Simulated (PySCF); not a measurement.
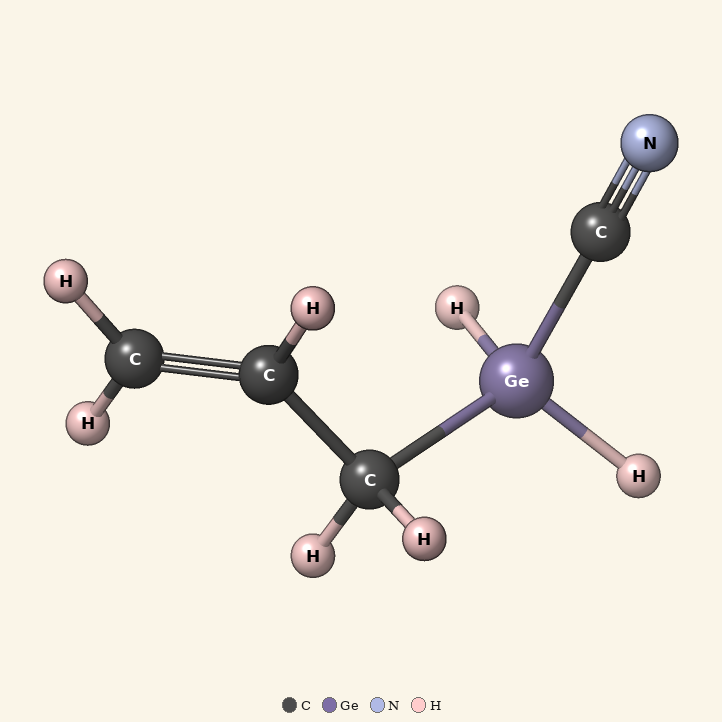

Multiple sticks mark multiple bonds (one Kekulé form).

The geometry was computed by an optimisation with GFN2-xTB. No frequency run is at hand to confirm it as a minimum.

**What is the molecular formula?**

C4H7GeN, 13 atoms: 4 carbon, 7 hydrogen, 1 germanium and 1 nitrogen.

**Write the SMILES.**

C=C[CH2][GeH2][C]#N

**Which point group does it belong to?**

C1.

**Count the bonded pairs by element.**

5 C–H, 2 C–C, 2 C–Ge, 2 Ge–H, 1 C–N.

**Name some functional groups or characteristic bonds that it holds.**

Among them: nitrile, alkene.

More results for the same structure follow; atom numbers are the same in all pictures, views and colours differ.

## Shape

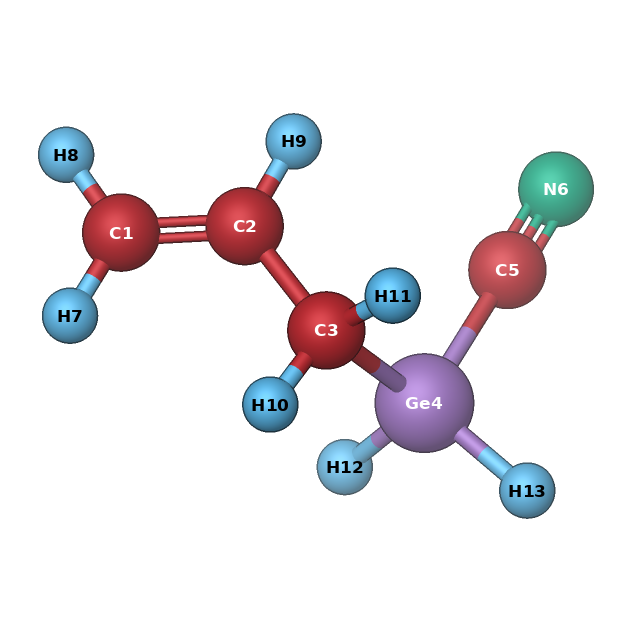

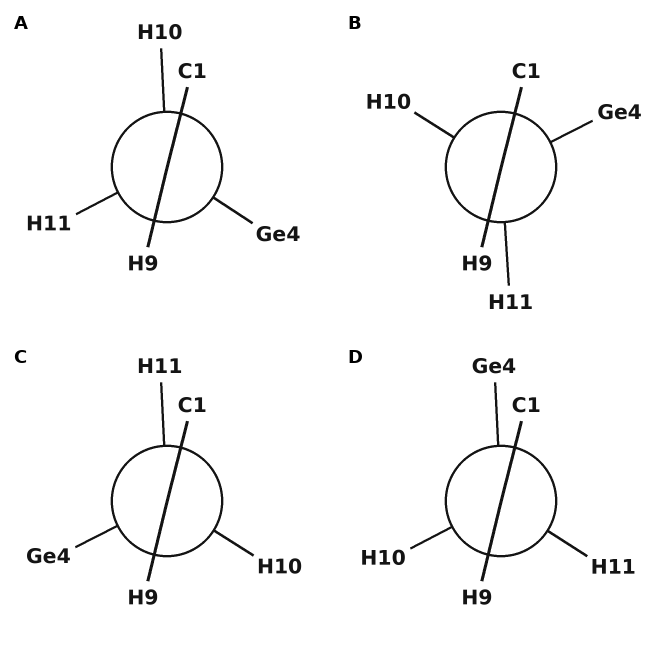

Distant atoms are faded towards the background colour. Bonds that would overlap in a projection are set slightly apart. No frequency run is at hand to confirm it as a minimum.

**Which Newman projection shows the view along C2–C3, with C2 in front?**

A. The torsion angle C1–C2–C3–Ge4 is 109°, anticlinal.

## Dipole moment

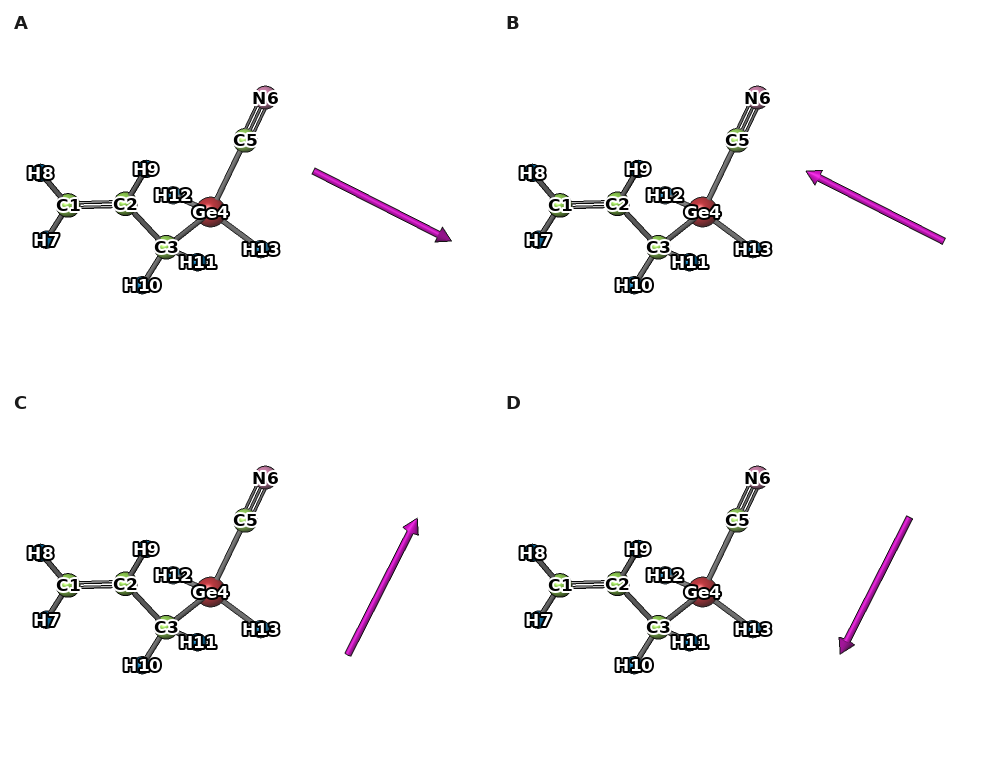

The same molecule four times, each with an arrow. No frequency run is at hand to confirm it as a minimum. Properties computed with CAM-B3LYP/def2-SVPD, gas phase (PySCF 2.14.0).

**Which arrow points along the dipole moment, from the negative to the positive end?**

D. The dipole moment is 4.21 D; it points from the side of N6 to the side of H7, H10 (the outermost atoms at the two ends).

## Excitation

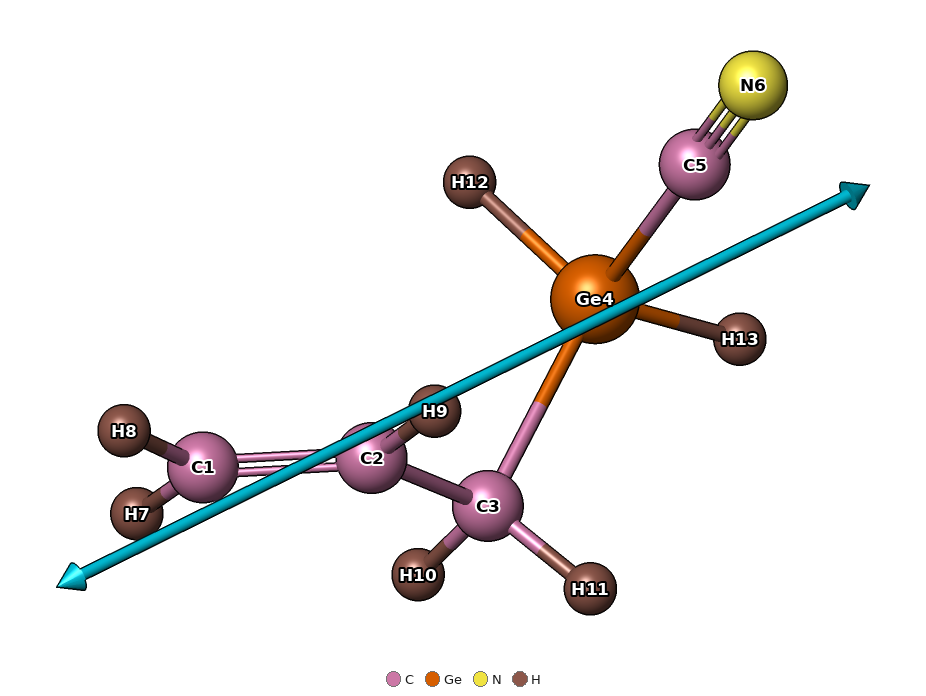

The double arrow shows the direction of the transition dipole to excited singlet state 3 (its length means nothing). No frequency run is at hand to confirm it as a minimum. Properties computed with TDDFT CAM-B3LYP/def2-SVPD, vertical, gas phase, core orbitals frozen in the response (PySCF 2.14.0).

**Give its energy, strength and character.**

7.24 eV (171 nm), oscillator strength 0.080, of mixed character, with the largest part HOMO → LUMO+2 (weight 0.38); transition dipole 1.71 D.

## Polarisability

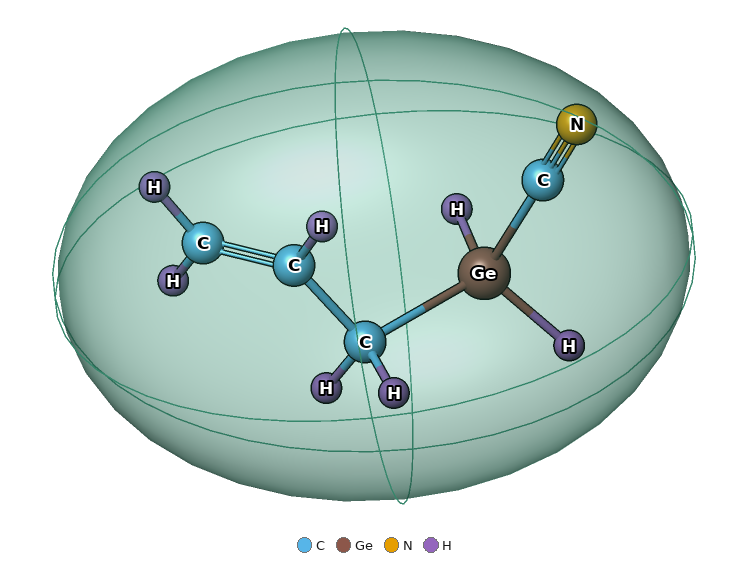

The ellipsoid shows the static dipole polarisability: its half-axes are proportional to the principal values. No frequency run is at hand to confirm it as a minimum. Method: CAM-B3LYP/def2-SVPD (PySCF 2.14.0).

**How large and how anisotropic is the polarisability?**

Principal values 65.3, 79.2, 97.8 bohr³; mean 80.8 bohr³ (11.97 Å³); anisotropy 28.2 bohr³, so the longest axis is 1.50 times the shortest.

The geometry is semi-empirical. Around Ge such bond lengths and angles can be off by a tenth of an ångström or more and by several degrees, and values that hang on the shape move with them.
